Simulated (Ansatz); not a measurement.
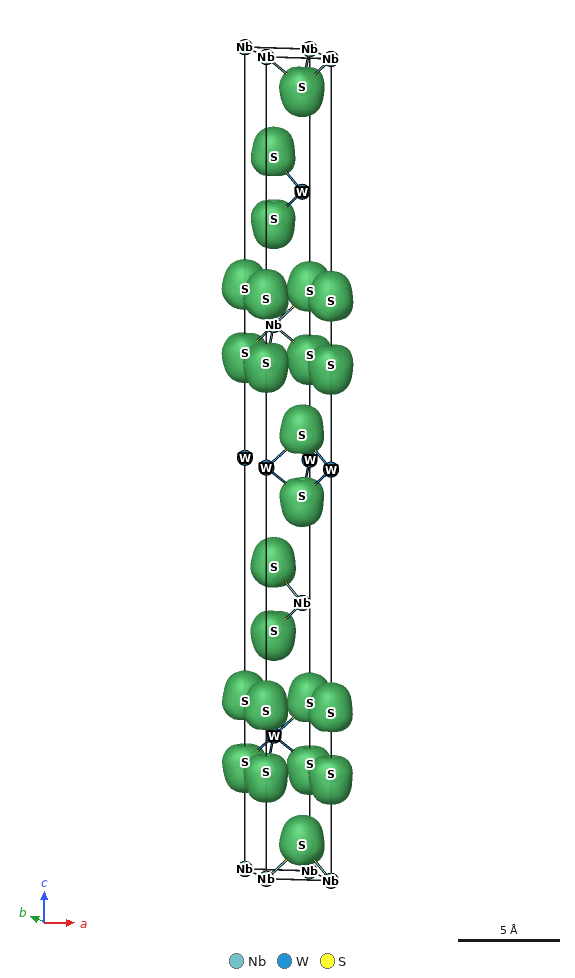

Figure. NbWS₄. Isosurface of the ELF at 0.7 (green), seen slightly off an axis. Only the valence region is drawn (cores and ρ < 0.01 e/Å³ removed). Sticks mark near contacts.

Space group R3m; a generated structure, not necessarily the stable one; computed without spin polarisation.

These are results of DFT PBE, scalar-relativistic, plane waves, PAW (Ansatz 0.2.0), not measurements.

Core electrons are frozen (PAW), and the valence fields are smoothed inside the atomic spheres.

> Where are the electrons localised?

At this value the surface marks out twelve regions wrapped around S (the valence shell of each), counted in one cell of 18 atoms. Any copies at cell faces, edges or corners count once. Profiles from the grid: W–S (2.44 Å): the ELF peaks at about 0.85 in the valence shell of S, 0.8 Å from its nucleus, and is about 0.50 at the midpoint. Nb–S (2.47 Å): the ELF peaks at about 0.85 in the valence shell of S, 0.8 Å from its nucleus, and is about 0.45 at the midpoint.
